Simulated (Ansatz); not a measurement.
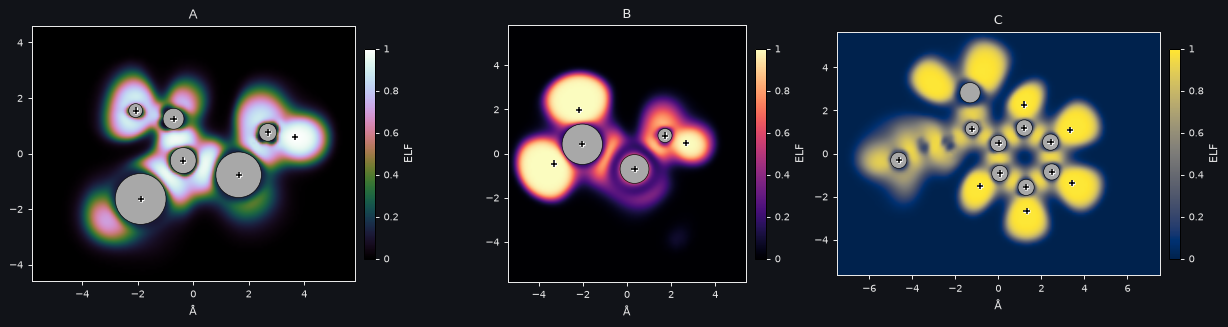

The electron localisation function of 3 systems, each on a plane through atoms (crosses mark nuclei in the plane; grey discs cover the cores).

These are results of Ansatz, RKS PBE0-D4/def2-TZVPP, not measurements.

System 1: CH₈BFGaGeNSe, the plane of atoms Ge2, B3 and C4. Geometry: PBE0-D4/def2-TZVP.

```xyz
15

N    -2.6175    0.6562    0.3234
Ge   -0.8609    1.1855    0.5952
B     0.4246   -0.3714    0.1785
C    -0.1987   -1.7014   -0.2999
F     0.7146   -2.7142   -0.6006
Ga    2.4864   -0.1980    0.2372
Se    3.4749    0.7982   -1.6318
H    -2.9613    0.0131    1.0246
H    -3.2651    1.4321    0.2796
H    -0.6216    2.3421   -0.3954
H    -0.5977    1.7431    2.0198
H    -0.8931   -2.0937    0.4592
H    -0.8206   -1.5272   -1.1910
H     3.5338   -0.5720    1.3356
H     2.2021    1.0076   -2.3343
```

System 2: GaH₁₀NOSi₂Sn, the plane of atoms N1, Sn2 and Ga3. Geometry: PBE0-D4/def2-TZVP; core potentials replace the inner electrons of Sn.

| atom | x (Å) | y (Å) | z (Å) |
| --- | --- | --- | --- |
| N | 0.4037 | -1.8454 | 1.2020 |
| Sn | 1.3477 | -0.2716 | 0.2844 |
| Ga | 2.2140 | -1.1413 | -2.0276 |
| Si | -0.5076 | 1.5206 | 0.1891 |
| O | -0.7026 | 2.3316 | 1.6256 |
| Si | -2.5129 | 0.4176 | -0.2820 |
| H | 0.1113 | -1.6306 | 2.1478 |
| H | 0.9781 | -2.6778 | 1.2505 |
| H | 2.6581 | 0.3201 | 1.2526 |
| H | 2.8443 | -0.1435 | -3.0678 |
| H | 2.0971 | -2.6638 | -2.4060 |
| H | -0.1773 | 2.4743 | -0.9151 |
| H | 0.0540 | 2.8156 | 1.9608 |
| H | -3.6317 | 1.3714 | -0.5165 |
| H | -2.2972 | -0.3764 | -1.5237 |
| H | -2.8792 | -0.5008 | 0.8257 |

System 3: C₁₂H₁₃NSi, the plane of atoms C5, C6 and C7. Geometry: PBE0-D4/def2-TZVP.

```xyz
27

Si   -2.1064   -1.1989    1.1305
N    -0.7431   -0.4571    0.3352
C    -0.9122    0.6228   -0.5418
C    -2.1060    1.3471   -0.5480
C    -2.3014    2.3819   -1.4475
C    -1.3092    2.7300   -2.3497
C    -0.1171    2.0194   -2.3419
C     0.0838    0.9764   -1.4560
C     0.5746   -0.8580    0.6774
C     1.4516    0.0485    1.2683
C     2.7321   -0.3450    1.6153
C     3.1499   -1.6500    1.3901
C     2.2783   -2.5553    0.8062
C     0.9997   -2.1600    0.4423
H    -1.5989   -2.4256    1.7849
H    -3.1566   -1.5200    0.1310
H    -2.7130   -0.3136    2.1644
H    -2.8875    1.1159    0.1687
H    -3.2379    2.9278   -1.4300
H    -1.4607    3.5442   -3.0478
H     0.6699    2.2736   -3.0432
H     1.0150    0.4243   -1.4718
H     1.1181    1.0642    1.4475
H     3.4054    0.3693    2.0753
H     4.1510   -1.9578    1.6683
H     2.5965   -3.5748    0.6201
H     0.3225   -2.8596   -0.0341
```

Question: Match each panel to its system.

Answer: Panel A is system 1, CH₈BFGaGeNSe: the plane holds N, Ge, B, C, F, Ga and H. C–F (1.40 Å): the ELF peaks at about 0.85 between the atoms; a polar covalent bond. Panel B is system 2, GaH₁₀NOSi₂Sn: the plane holds N, Sn, Ga and H. Sn–N (2.05 Å): the ELF peaks at about 0.85 in the valence shell of N, 0.7 Å from its nucleus, and drops to about 0.15 between the two atoms. Panel C is system 3, C₁₂H₁₃NSi: the plane holds N, C and H. C–C (1.38 Å): the ELF peaks at about 0.95 between the atoms: localised, covalent bonding.
